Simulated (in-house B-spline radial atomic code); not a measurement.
System: the In³⁺ ion, configuration [Kr] 4d10. Computed with an in-house B-spline radial code: scalar-relativistic (spin-free one-electron X2C) B97-1, spin-polarised, spherical density, exact exchange averaged over the configuration, Fermi nucleus, basis-set limit. Radial functions and radii carry no picture-change correction.

```
Z = 49
electrons = 46.0
configuration = [Kr] 4d10
hamiltonian = x2c
method = b97_1
spin_polarised = True
nucleus = fermi
rms_radius = 4.6156
mass_number = 115
atomic_mass = 114.903878772
speed_of_light = 137.035999084
exact_exchange = averaged over the configuration
```

The run was one of a batch (task.json lists them), launched with:
```bash
python run_scf.py task.json out
```

Wanted: the number of electrons inside radius r (solid) and the radial density 4πr²ρ (dashed).

The count levels off at 46 electrons. Half of them lie within 0.376 bohr, 90 % within 1.25 bohr and 99 % within 2.10 bohr. The radial density has minima at 0.041, 0.18 and 0.59 bohr, where the count stands at 2.0, 11.2 and 29.0; these part the shells that the density resolves.

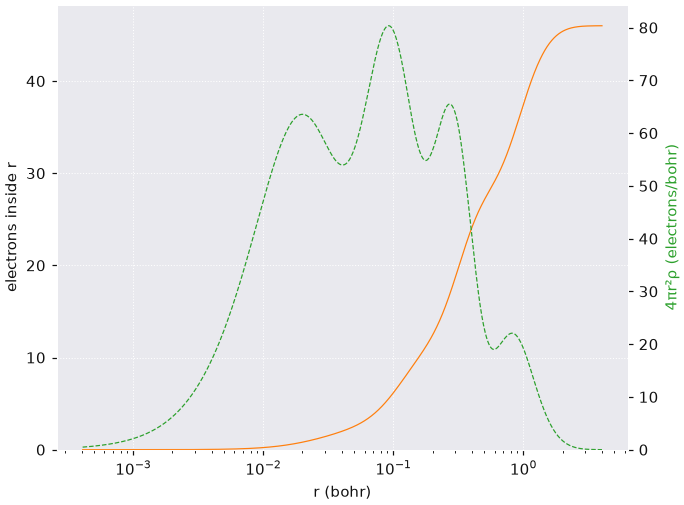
